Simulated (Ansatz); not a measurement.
```xyz
9

B    -0.9459    0.4914    1.4623
Ga   -3.5950    0.0019    2.8354
O    -1.0235   -0.5130    0.5252
O    -1.9457    0.6722    2.3419
Si   -0.0073   -1.0282   -0.6969
H     0.3524   -2.4517   -0.4502
H    -0.7307   -0.9256   -1.9942
H     1.2317   -0.1997   -0.7472
H     0.0352    1.2088    1.4826
```

Geometry: B3LYP-D3(BJ)/def2-SVP.

Theory: isolated molecule in a Gaussian basis; Kohn-Sham density functional theory, functional PBE0 (Ansatz).

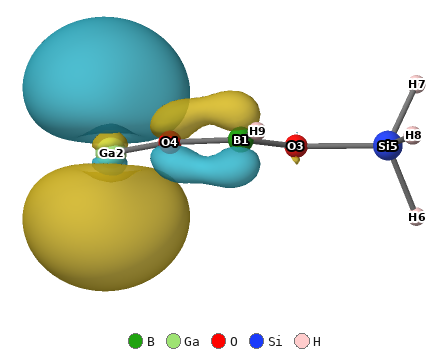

BGaH4O2Si. The LUMO at ±0.1 Å⁻³ᐟ² (yellow and cyan are the two phases), seen from one side.

Question: What is the character of this orbital?

Answer: Its weight (Hirshfeld) is mainly on Ga2 (about 90 %). Its energy is −1.42 eV.
